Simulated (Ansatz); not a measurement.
# Calculations on BNH6S

## 1. Relaxation

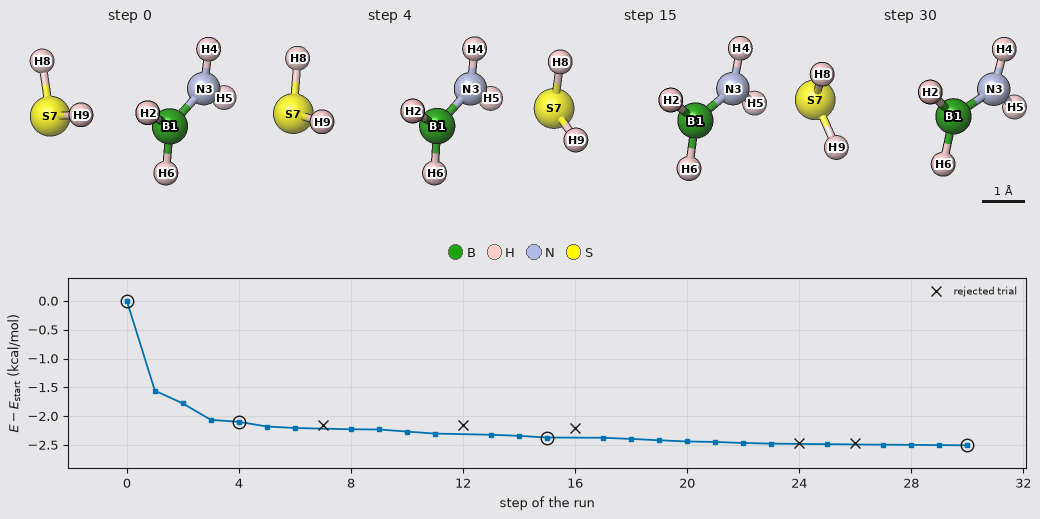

Frames of a relaxation of BNH6S, marked on the history of the run. The picture is a ball-and-stick view, seen from a free direction.

The run prepares an end point of a later path (reaction) calculation, from a guessed geometry.

Method: RKS PBE0/def2-SVP in Ansatz.

Input
```yaml
crystal:
  periodic: [false, false, false]
  atoms:
    - { symbol: B, position_ang: [0.070903, -0.145329, -0.135936] }
    - { symbol: H, position_ang: [0.001742, -0.624251, 0.963829] }
    - { symbol: "N", position_ang: [1.283591, -0.190476, -0.804317] }
    - { symbol: H, position_ang: [2.130291, -0.554589, -0.385744] }
    - { symbol: H, position_ang: [1.407669, 0.180499, -1.737597] }
    - { symbol: H, position_ang: [-0.913256, 0.285967, -0.685166] }
    - { symbol: S, position_ang: [-0.134356, 2.481158, 1.489177] }
    - { symbol: H, position_ang: [1.065384, 2.522826, 2.105398] }
    - { symbol: H, position_ang: [-0.207368, 1.109395, 1.613456] }
basis:
  gaussian: { orbitals: def2-SVP }
hamiltonian:
  xc: pbe0
relax:
  f_tol: 0.03
  max_steps: 50
```

Run as
```bash
ansatz run input.yaml --threads 1 --pin off --max-ram 2048MiB --backend cpu --events-out ev --progress --plain --runs-dir out
```

Question: Describe the path.

Answer: The energy falls by 2.51 kcal/mol in 25 accepted moves (30 points after the start). Largest force component: 0.73 eV/Å at the start, 0.0059 eV/Å at the end. The line search rejected the trial steps at points 7, 12, 16, 24, 26 of the run. The forces were under the threshold at step 6, but the run went on from there. H9 moves most after the best rigid fit: 1.35 Å. By element the largest moves are H 1.35 Å, S 0.59 Å, B 0.27 Å, N 0.24 Å. Some distances before and after: S7–H9 1.379 → 1.349 Å, B1–H2 1.202 → 1.211 Å, B1–H6 1.207 → 1.211 Å. From step 0 to 4: H9 moves most (0.49 Å), energy −2.10 kcal/mol. From step 4 to 15: H9 moves most (0.54 Å), energy −0.27 kcal/mol. From step 15 to 30: H atoms move most (0.51 Å), energy −0.14 kcal/mol.

```json
{"step": "0", "E − E(0), kcal/mol": "0.00", "largest force component, eV/Å": "0.7329", "note": ""}
{"step": "1", "E − E(0), kcal/mol": "-1.56", "largest force component, eV/Å": "0.3846", "note": ""}
{"step": "2", "E − E(0), kcal/mol": "-1.78", "largest force component, eV/Å": "0.3232", "note": ""}
{"step": "3", "E − E(0), kcal/mol": "-2.06", "largest force component, eV/Å": "0.1824", "note": ""}
{"step": "4", "E − E(0), kcal/mol": "-2.10", "largest force component, eV/Å": "0.1293", "note": ""}
{"step": "5", "E − E(0), kcal/mol": "-2.18", "largest force component, eV/Å": "0.0501", "note": ""}
{"step": "6", "E − E(0), kcal/mol": "-2.21", "largest force component, eV/Å": "0.0176", "note": ""}
{"step": "7", "E − E(0), kcal/mol": "-2.16", "largest force component, eV/Å": "0.3970", "note": "rejected"}
{"step": "8", "E − E(0), kcal/mol": "-2.23", "largest force component, eV/Å": "0.0515", "note": ""}
{"step": "9", "E − E(0), kcal/mol": "-2.23", "largest force component, eV/Å": "0.2500", "note": ""}
{"step": "10", "E − E(0), kcal/mol": "-2.27", "largest force component, eV/Å": "0.1032", "note": ""}
{"step": "11", "E − E(0), kcal/mol": "-2.30", "largest force component, eV/Å": "0.0104", "note": ""}
{"step": "12", "E − E(0), kcal/mol": "-2.15", "largest force component, eV/Å": "0.6111", "note": "rejected"}
{"step": "13", "E − E(0), kcal/mol": "-2.32", "largest force component, eV/Å": "0.1596", "note": ""}
{"step": "14", "E − E(0), kcal/mol": "-2.34", "largest force component, eV/Å": "0.1126", "note": ""}
{"step": "15", "E − E(0), kcal/mol": "-2.37", "largest force component, eV/Å": "0.0841", "note": ""}
{"step": "16", "E − E(0), kcal/mol": "-2.21", "largest force component, eV/Å": "0.5879", "note": "rejected"}
{"step": "17", "E − E(0), kcal/mol": "-2.38", "largest force component, eV/Å": "0.0681", "note": ""}
{"step": "18", "E − E(0), kcal/mol": "-2.40", "largest force component, eV/Å": "0.1645", "note": ""}
{"step": "19", "E − E(0), kcal/mol": "-2.42", "largest force component, eV/Å": "0.1097", "note": ""}
{"step": "21", "E − E(0), kcal/mol": "-2.45", "largest force component, eV/Å": "0.1741", "note": ""}
{"step": "22", "E − E(0), kcal/mol": "-2.47", "largest force component, eV/Å": "0.0722", "note": ""}
{"step": "23", "E − E(0), kcal/mol": "-2.48", "largest force component, eV/Å": "0.0035", "note": ""}
{"step": "24", "E − E(0), kcal/mol": "-2.47", "largest force component, eV/Å": "0.1941", "note": "rejected"}
{"step": "25", "E − E(0), kcal/mol": "-2.49", "largest force component, eV/Å": "0.0375", "note": ""}
{"step": "26", "E − E(0), kcal/mol": "-2.47", "largest force component, eV/Å": "0.2310", "note": "rejected"}
{"step": "27", "E − E(0), kcal/mol": "-2.50", "largest force component, eV/Å": "0.0397", "note": ""}
{"step": "28", "E − E(0), kcal/mol": "-2.50", "largest force component, eV/Å": "0.0922", "note": ""}
{"step": "29", "E − E(0), kcal/mol": "-2.50", "largest force component, eV/Å": "0.0576", "note": ""}
{"step": "30", "E − E(0), kcal/mol": "-2.51", "largest force component, eV/Å": "0.0059", "note": ""}
```

## 2. Relaxation

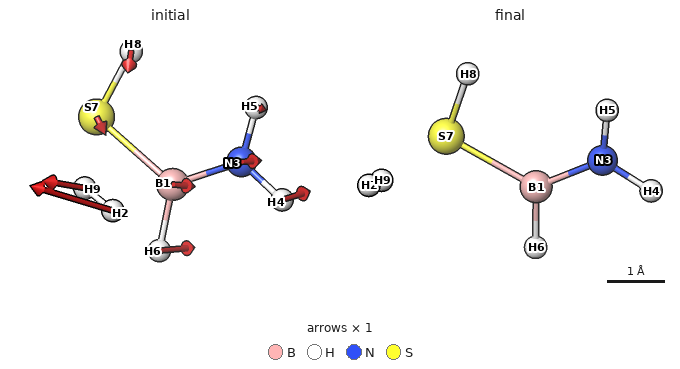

The structure of BNH₆S before (left) and after (right) a relaxation, at one scale. The red arrows give the displacements, at their true length.

A ball-and-stick model, seen at a tilt.

The run prepares an end point of a later path (reaction) calculation, from a guessed geometry.

The calculation used RKS PBE0/def2-SVP (Ansatz). (no spin polarisation; force threshold 0.03 eV/Å; at most 50 steps)

> Summarise the run.

The atom that moves furthest after the best rigid fit is H2 (1.83 Å). By element the largest moves are H 1.83 Å, B 0.57 Å, N 0.50 Å, S 0.40 Å. Among the contacts that change: B1–S7 1.864 → 1.816 Å, H2–H9 0.719 → 0.763 Å. Over 19 accepted moves (21 points after the start) the energy falls by 0.258 eV. The largest force component goes from 1.8 to 0.012 eV/Å. The line search rejected the trial steps at points 5, 19 of the run. The forces were under the threshold at step 8, but the run went on from there. The run took 55 s on 1 thread of Arm Neoverse V1 (shared host), peak memory 0.16 GiB.

Limits of the set-up: the start holds two separate molecules, 2.4 Å apart at their closest, whose relative position is a soft coordinate and is computed without a dispersion correction.

## 3. Path

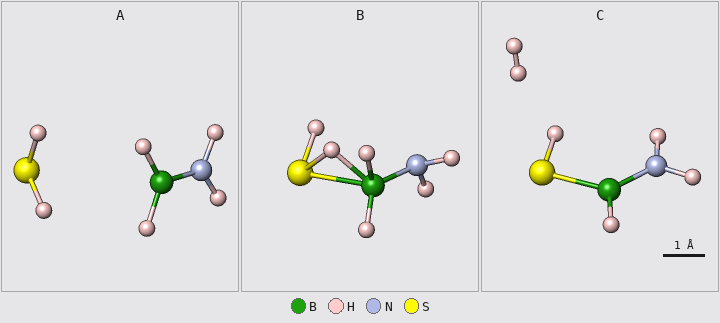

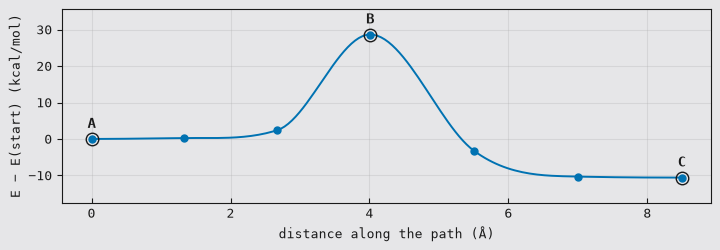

NEB run on BNH6S, made up at the start of BNH4 and H2S. Images are numbered from 0 (start) to 6 (end). Frames A to C are images 0, 3, 6. The picture is a ball-and-stick view, seen face on.

All numbers below come from Ansatz, RKS PBE0/def2-SVP. Settings: 5 movable images; climbing image; force threshold 0.03 eV/Å; iteration limit 60; starting path through a guess of the saddle point.

> Read off the barrier and say what moves.

Breaking: B–H (1.21 → 4.56 Å), H–S (1.35 → 3.09 Å). Forming: B–S (3.64 → 1.82 Å), H–H (3.20 → 0.76 Å). Forward barrier 28.7 kcal/mol, backward barrier 39.2 kcal/mol, with image 3 at the top; the reaction energy is −10.6 kcal/mol. The band is converged. At the top, the vibrational analysis gives one imaginary mode (776i cm⁻¹), as a transition state must have.

Limits of the set-up: the start holds two separate molecules, 2.7 Å apart at their closest, whose relative position is a soft coordinate and is computed without a dispersion correction.

The run took 2.9 min on 1 thread of Arm Neoverse V1, on a shared host, peak memory 0.16 GiB.
